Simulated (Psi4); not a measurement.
# HBS (hydrogen boron sulfide) at B3LYP/cc-pVQZ (sweep point 6)

Aim: the vertical ionisation energy of HBS (hydrogen boron sulfide) at B3LYP/cc-pVQZ (sweep point 6), from 2 runs. 

Program for the calculation: Psi4 1.11.

## 1. The molecule

The species is HBS (3 atoms), meant as a singlet with charge 0. As SMILES, `B=S`. The shape is that of a GFN2-xTB optimisation.

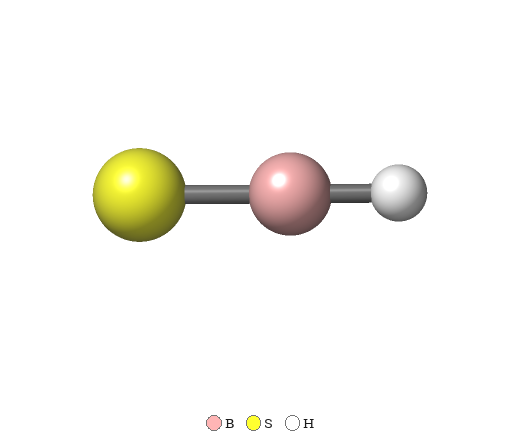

Viewed from a chosen angle; boron pink, sulfur yellow, hydrogen white.

## 2. A single-point energy at B3LYP/cc-pVQZ (sweep point 6)

bhs.inp

```
memory 1600 MB

molecule mol {
  B     -0.07753546    -0.03042459     0.26936156
  S      0.74704653     0.27686377    -2.60717955
  H     -0.66952997    -0.24643918     2.33779909
  units au
  symmetry c1
}

set globals {
  puream               true
  scf_type             pk
  dft_radial_points    99
  dft_spherical_points 590
}

energy_value, wavefunction = energy('b3lyp/cc-pVQZ', return_wfn=True)
```

Run with:

```console
$ psi4 -n 1 bhs.inp bhs.out
```

bhs.out:

```text
[...]
  Running in c1 symmetry.
[...]
  Nuclear repulsion =   32.001458650021128
[...]
  Multiplicity = 1
[...]
  Nalpha       = 11
  Nbeta        = 11
[...]
    Number of basis functions: 144
[...]
   @RKS iter   1:  -423.58932159830482   -3.17895e-01   3.24392e-03 DIIS/ADIIS
[...]
   @RKS iter   7:  -423.70381152260995   -2.32725e-07   3.10953e-07 DIIS
[...]
    Orbital Energies [Eh]
    ---------------------
    Doubly Occupied:
       1A    -88.892220     2A     -7.943885     3A     -6.803191
       4A     -5.904678     5A     -5.904678     6A     -5.904392
       7A     -0.734649     8A     -0.491355     9A     -0.386878
      10A     -0.304625    11A     -0.304625
[...]
  @RKS Final Energy:  -423.70381152260995
   => Energetics <=
    Nuclear Repulsion Energy =             32.0014586500211280
    One-Electron Energy =                -646.9723580223029558
    Two-Electron Energy =                 215.5241687230122807
    DFT Exchange-Correlation Energy =     -24.2570808733404348
    Empirical Dispersion Energy =           0.0000000000000000
    VV10 Nonlocal Energy =                  0.0000000000000000
    Total Energy =                       -423.7038115226099535
[...]
 Multipole Moments:
 ------------------------------------------------------------------------------------
     Multipole            Electronic (a.u.)      Nuclear  (a.u.)        Total (a.u.)
 ------------------------------------------------------------------------------------
 L = 1.  Multiply by 2.5417464519 to convert [e a0] to [Debye]
 Dipole X            :          0.4942004           -1.0368395           -0.5426391
 Dipole Y            :          0.0491995           -0.1057839           -0.0565843
 Dipole Z            :         -0.0000000            0.0000000           -0.0000000
 Magnitude           :                                                    0.5455813
[...]
```

It took 19 s on 1 thread of AMD EPYC 7R43 (Zen 3), shared host; peak memory 1.4 GiB.

## 3. The doublet cation, same level

job.in

```
memory 1600 mb

molecule {
  1 2
  B     -0.07753546    -0.03042459     0.26936156
  S      0.74704653     0.27686377    -2.60717955
  H     -0.66952997    -0.24643918     2.33779909
  units bohr
  symmetry c1
}

set basis cc-pVQZ
set reference uks
set puream true
set scf_type pk
set dft_radial_points 99
set dft_spherical_points 590
set maxiter 150

energy('b3lyp')
```

Run with:

```console
$ psi4 -n 1 job.in job.out
```

job.out:

```text
[...]
  Running in c1 symmetry.
[...]
  Nuclear repulsion =   32.001458650021128
[...]
  Multiplicity = 2
[...]
  Nalpha       = 11
  Nbeta        = 10
[...]
    Number of basis functions: 144
[...]
   @UKS iter   1:  -423.24093579718567    3.04908e-02   2.16867e-03 ADIIS/DIIS
[...]
   @UKS iter   8:  -423.29271609142899   -6.35154e-08   3.21850e-07 DIIS
[...]
   @S^2 Observed:                7.534373473E-01
[...]
    Orbital Energies [Eh]
    ---------------------
    Alpha Occupied:
       1A    -89.248436     2A     -8.296575     3A     -7.122119
       4A     -6.268684     5A     -6.254128     6A     -6.252705
       7A     -1.083121     8A     -0.761711     9A     -0.692344
      10A     -0.653034    11A     -0.613716
    Alpha Virtual:
      12A     -0.341738    13A     -0.323383    14A     -0.184194
      15A     -0.144291    16A     -0.093218    17A     -0.085212
      18A     -0.077420    19A     -0.067727    20A     -0.054317
      21A     -0.052521    22A      0.016506    23A      0.026656
      24A      0.042800    25A      0.057570    26A      0.082837
[...]
  @UKS Final Energy:  -423.29271609142899
   => Energetics <=
    Nuclear Repulsion Energy =             32.0014586500211280
    One-Electron Energy =                -639.7211078015805015
    Two-Electron Energy =                 208.4586786708064494
    DFT Exchange-Correlation Energy =     -24.0317456106760758
    Empirical Dispersion Energy =           0.0000000000000000
    VV10 Nonlocal Energy =                  0.0000000000000000
    Total Energy =                       -423.2927160914289857
[...]
 Multipole Moments:
 ------------------------------------------------------------------------------------
     Multipole            Electronic (a.u.)      Nuclear  (a.u.)        Total (a.u.)
 ------------------------------------------------------------------------------------
 L = 1.  Multiply by 2.5417464519 to convert [e a0] to [Debye]
 Dipole X            :          0.1926678           -1.0368395           -0.8441717
 Dipole Y            :          0.0171411           -0.1057839           -0.0886427
 Dipole Z            :          0.0000000            0.0000000            0.0000000
 Magnitude           :                                                    0.8488129
[...]
```

Run time: 29 s. Hardware: 1 thread of AMD EPYC 7R43 (Zen 3), shared host; peak memory 1.4 GiB.

## 4. What came out

Level: B3LYP/cc-pVQZ (sweep point 6).

```
                                          quantity          value
                         singlet HBS: total energy  -423.70381 Eh
                        singlet HBS: dipole moment         1.39 D
                          singlet HBS: HOMO energy       -8.29 eV
                          singlet HBS: LUMO energy       -1.40 eV
                        singlet HBS: HOMO–LUMO gap        6.89 eV
                      doublet cation: total energy  -423.29272 Eh
doublet cation: HOMO energy (highest over α and β)      -16.39 eV
 doublet cation: LUMO energy (lowest over α and β)      -14.13 eV
                              doublet cation: ⟨S²⟩          0.753
vertical ionisation energy (to the doublet cation)      11.186 eV
```

In words: The vertical ionisation energy comes to 11.19 eV (1079 kJ/mol). The negative HOMO energy of the first species, 8.29 eV, lies 2.90 eV below that difference.
